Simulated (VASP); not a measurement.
Energy against volume of CdSe (zinc blende). All values below come from revTPSS meta-GGA, VASP's PBE PAW potentials (set 64) (plane waves; VASP).

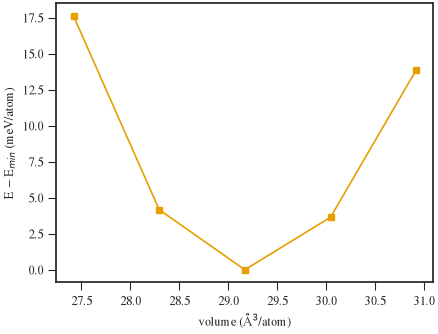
*Energy against volume*

Task: Estimate the equilibrium volume and the bulk modulus.

Result: The minimum lies near 29.2 Å³/atom, and the curvature gives B0 of about 48 GPa.

Measured: a 6.077 Å (computed value off by +1.3 %), as given by arXiv:1206.3780. The calculation is for a static lattice, while the measured a holds thermal and zero-point effects, which are part of the difference.

The compound is CdSe in the zinc blende structure, whereas wurtzite is the usual form. It was relaxed first, which changed the volume by +5 %.
